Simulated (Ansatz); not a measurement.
# k-point convergence of GW for H2CClF (P2_1), part 2 of 2

How dense a mesh does GW need for H2CClF (P2_1), and how does the time grow?

Ansatz 0.2.0; G0W0 on PBE, plane waves, PAW; PAW set soft_1. Known limits of the many-body steps: not at the basis limit; coarse k mesh.

So far. Step 4 (The 4×4×2 mesh): Against the run with 2×4×2 mesh, 303 empty bands, screening to 100 eV, PAW set soft_1 files, the gap moves by −0.016 eV.

## (5) The 4×4×4 mesh

Contents of input.yaml:

```yaml
crystal:
  lattice:
    - [5.0206, 0.0, 0.0]
    - [0.0, 4.1477, 0.0]
    - [-2.1143188253, 0.0, 6.4288463713]
  atoms:
    - { symbol: H, position: [0.2852960594, 0.3914791351, 0.1553943381] }
    - { symbol: H, position: [0.7147039406, 0.8914791351, 0.8446056619] }
    - { symbol: H, position: [0.5707653094, 0.1078566959, 0.2708502709] }
    - { symbol: H, position: [0.4292346906, 0.6078566959, 0.7291497291] }
    - { symbol: C, position: [0.3460283809, 0.1408088981, 0.1943138297] }
    - { symbol: C, position: [0.6539716191, 0.6408088981, 0.8056861703] }
    - { symbol: Cl, position: [0.1663619786, 0.0024810456, 0.3682784982] }
    - { symbol: Cl, position: [0.8336380214, 0.5024810456, 0.6317215018] }
    - { symbol: F, position: [0.264389849, 0.9578742253, 0.0148699962] }
    - { symbol: F, position: [0.735610151, 0.4578742253, 0.9851300038] }
kpoints:
  mp_grid: { grid: [4, 4, 4] }
hamiltonian:
  xc: pbe
  pseudopotentials: { kind: paw, azcp: { folder: soft_1 } }
scf:
  occupations: { method: fixed }
gw:
  n_empty_bands: 303
  ecut_chi: 100
  qp_bands: [v3, c3]
  qp_kpoints: band_edges
  screening: { model: contour_deformation }
```

Launch:

```sh
> ansatz run input.yaml --threads 2 --pin off --max-ram 92160MiB --backend cuda --events-out ev --progress --plain --runs-dir out --devices 1 --max-vram 13GiB
```

Numbers of over 12 decimals in the logs are rounded to 6 here.

Log:

```text
GPUs: using 1 of 1 available (devices: 1).
[...]
GPU FFT provider: cuFFT
GPU libraries: cuBLAS 13.8.2, cuFFT 12.4.0, cuSOLVER 12.3.4
Crystal: 10 atoms, lattice volume = 133.874 Å³
Basis set: ecut = 420 eV, 2603 PW (Γ)
Bands: 30, of which v1, the nominal top of the filled ones, is band 20 counted from 1 (19 counted from 0)
Symmetry: 2 space group operations
[...]
k-points: 30 of 64 (time reversal used)
[...]
1    19     -1.2807   -21.6243     2.7514   -16.7897  0.8134    -3.4093    -3.3638  root
[...]
29    20     -0.6515   -21.8633     2.6830   -17.1242  0.8189    -2.7477    -2.7076  root
    29    21      5.8860    -9.3505    -3.7938   -15.2578  0.8330     8.0364     7.9994  root
    29    22      5.8860    -9.3505    -3.7938   -15.2578  0.8330     8.0364     7.9994  root
    29    23      7.1786    -7.0368    -3.6429   -12.4411  0.8503     8.9647     8.9400  root
[key lines of the parts left out:]
SCF converged after 9 iterations
Free energy (F): -4341.618079 eV
Fermi energy:    -0.645561 eV
```

Elapsed: 37 s, on 1 × NVIDIA H100 80GB HBM3 (shared by 6 runs) with 2 threads of AMD EPYC 7R13 (Zen 3), shared host; peak memory 1.8 GiB.

This step gave:

| Quantity | Value |
| --- | --- |
| bands summed | 323 |
| RPA ε∞ on this mesh (eigenvalues) | 2.004, 2.029, 2.358 |
| plane waves in the screening matrix | 309 |
| G0W0 gap on the mesh | 9.986 eV |
| k of the valence top | -0.5, -0.5, 0 |
| k of the conduction bottom | -0.5, 0, 0 |
| starting gap on the mesh | 5.995 eV |
| least direct G0W0 gap on the computed points | 10.03 eV |

Against the run with 4×4×2 mesh, 303 empty bands, screening to 100 eV, PAW set soft_1 files, the gap moves by +0.001 eV.

## (6) The 4×6×4 mesh

input.yaml, as its differences from that of step 5:

```diff
@@ -17,3 +17,3 @@
 kpoints:
-  mp_grid: { grid: [4, 4, 4] }
+  mp_grid: { grid: [4, 6, 4] }
 hamiltonian:
```

Log:

```text
GPUs: using 1 of 1 available (devices: 1).
[...]
GPU FFT provider: cuFFT
GPU libraries: cuBLAS 13.8.2, cuFFT 12.4.0, cuSOLVER 12.3.4
Crystal: 10 atoms, lattice volume = 133.874 Å³
Basis set: ecut = 420 eV, 2603 PW (Γ)
Bands: 30, of which v1, the nominal top of the filled ones, is band 20 counted from 1 (19 counted from 0)
Symmetry: 2 space group operations
[...]
k-points: 40 of 96 (time reversal used)
[...]
1    19     -1.2807   -21.6212     2.7492   -16.7897  0.8134    -3.4084    -3.3629  root
[...]
39    20     -0.6515   -21.8612     2.6816   -17.1242  0.8189    -2.7470    -2.7069  root
    39    21      5.8859    -9.3498    -3.7938   -15.2578  0.8330     8.0370     8.0000  root
    39    22      5.8859    -9.3498    -3.7938   -15.2578  0.8330     8.0370     8.0000  root
    39    23      7.1786    -7.0378    -3.6415   -12.4411  0.8504     8.9650     8.9403  root
[key lines of the parts left out:]
SCF converged after 9 iterations
Free energy (F): -4341.618051 eV
Fermi energy:    -0.645572 eV
```

Wall time 42 s (1 × NVIDIA H100 80GB HBM3 (shared by 6 runs) with 2 threads); peak memory 2.2 GiB.

This step gave:

```
bands summed                                 : 323
RPA ε∞ on this mesh (eigenvalues)            : 2.004, 2.028, 2.358
plane waves in the screening matrix          : 309
G0W0 gap on the mesh                         : 9.986 eV
k of the valence top                         : -0.5, -0.5, 0
k of the conduction bottom                   : -0.5, 0, 0
starting gap on the mesh                     : 5.995 eV
least direct G0W0 gap on the computed points : 10.03 eV
```

Against the run with 4×4×4 mesh, 303 empty bands, screening to 100 eV, PAW set soft_1 files, the gap moves by −0.0002 eV.

## (7) The meshes together

Times are wall times on 1 × NVIDIA H100 80GB HBM3 (shared by 6 runs) with 2 threads of AMD EPYC 7R13 (Zen 3), shared host, good to a factor of about two.

```csv
mesh,points,irreducible,start (eV),G0W0 (eV),shift (eV),RPA ε∞ (mean),time
2×2×2,8,8,5.994,10.004,+4.011,2.14,7.7 s
2×4×2,16,12,5.994,10.001,+4.007,2.14,18 s
4×4×2,32,18,5.995,9.985,+3.990,2.13,22 s
4×4×4,64,30,5.995,9.986,+3.991,2.13,37 s
4×6×4,96,40,5.995,9.986,+3.990,2.13,42 s
```

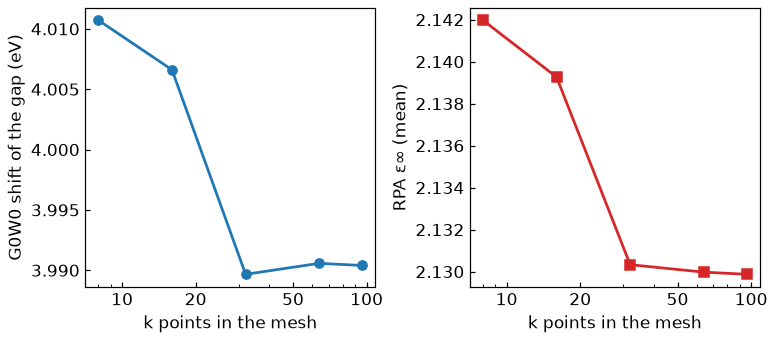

Shift and screening against the mesh.

## (8) Outcome

| Quantity | Value |
| --- | --- |
| 2×2×2 | 10.004 eV (shift +4.011) |
| 2×4×2 | 10.001 eV (shift +4.007) |
| 4×4×2 | 9.985 eV (shift +3.990) |
| 4×4×4 | 9.986 eV (shift +3.991) |
| 4×6×4 | 9.986 eV (shift +3.990) |
| settings | PBE start, 303 empty bands, 100 eV |

**Reading.** The shift is +4.01 eV on 2×2×2 and +3.99 eV on 4×6×4; the last step moves it by −0.0002 eV. The RPA ε∞ (mean) ranges from 2.13 to 2.14 and ends at 2.13. From 8 to 96 points the time grows 5.4-fold. Bands and cutoff are modest here, so the values stand off the basis limit.

[Paths, hosts, dates, memory and timing lines, banners, echoed tables and standing remarks are left out of the program output.]

[Logs are printed without paths, hosts, clocks, repeated set-up lines and the standing remarks that a program may print on its own settings, such as how far it seeks lower states.]

[Runs of the session that timed out or met a known fault of the program may be left out.]

[Cells called generated may have been cut or substituted from an entry of the Crystallography Open Database or the Materials Project.]

[Hosts, paths, dates, database ids (printed as entryN), source tags and the programs' standing remarks are cut or masked in the printed files.]
